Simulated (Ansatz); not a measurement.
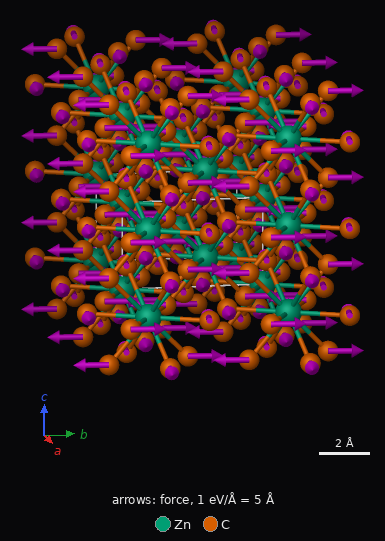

Starting geometry of crystalline ZnC₄ (a generated structure, set up in I4/m) (coarse preliminary run) with the computed forces as purple arrows. A ball-and-stick model of the conventional cell (2 times the calculation's cell), repeated 2 × 1 × 2 with one cell outlined, seen slightly off an axis. Lengths and directions refer to the drawn axes.

Level of theory: Ansatz, DFT PBE, scalar-relativistic, plane waves, PAW.

The input:
```yaml
crystal:
  lattice:
    - [-2.87451122, 2.87451122, 1.78438475]
    - [2.87451122, -2.87451122, 1.78438475]
    - [2.87451122, 2.87451122, -1.78438475]
  atoms:
    - { symbol: Zn, position: [0.0, 0.0, 0.0] }
    - { symbol: C, position: [0.19972314, 0.39996032, 0.59968346] }
    - { symbol: C, position: [0.80027686, 0.60003968, 0.40031654] }
    - { symbol: C, position: [0.39996032, 0.80027686, 0.20023718] }
    - { symbol: C, position: [0.60003968, 0.19972314, 0.79976282] }
basis:
  ecutwfc: 420
kpoints:
  mp_grid: { grid: [6, 6, 6] }
hamiltonian:
  xc: pbe
scf:
  occupations: { method: gaussian, width: 0.1 }
  lower_state_search: "off"
output:
  forces: true
  stress: true
  eigenvalues: true
relax:
  adjacent_minimum: "off"
  f_tol: 0.04
  max_steps: 70
  cell: { stress_tol: 0.4 }
```

Launched with:
```bash
ansatz run input.yaml --threads 1 --pin off --max-ram 2560MiB --backend cpu --events-out ev --progress --plain --runs-dir out
```

Is this structure relaxed? If not, where do the atoms go?

It isn't relaxed: the largest force vector, on C atoms, is 0.29 eV/Å. The atoms end up moving mostly along the starting forces (cosine between the two patterns 0.98). The largest moves relative to the cell, 1.10 Å, are those of C2, C3, C4 and C5. C3 goes along −b. Zn stays in place. The drawn cell changes as follows: a = b 5.749 → 5.472 Å (−4.8 %), c 3.569 → 4.456 Å (+24.9 %); the volume changes by +13.1 %. Some distances before and after: C2–C3 2.568 → 1.289 Å, Zn1–C2 2.549 → 3.587 Å, Zn1–C2 (another image) 2.570 → 2.091 Å. New bonds form: C2–C3 (2.57 → 1.29 Å), C4–C5 (2.57 → 1.29 Å). The space group (tolerance 0.01 Å) goes from I4/m (No. 87) to I4/mmm (No. 139). The energy falls by 9.817 eV per cell of the calculation in 23 accepted moves (26 points after the start). Largest force component: 0.29 eV/Å at the start, 0.0099 eV/Å at the end. The pressure goes from −24.02 to −0.11 GPa. The line search rejected the trial step at point 10 of the run. The SCF was repeated twice at an unchanged geometry on a basis and grid sized afresh for the cell, which shifted the energy by 88.2 meV per cell of the calculation at most. The run took 120 s on 1 thread of Intel(R) Xeon(R) Processor @ 2.70GHz, on a shared host, peak memory 0.38 GiB.
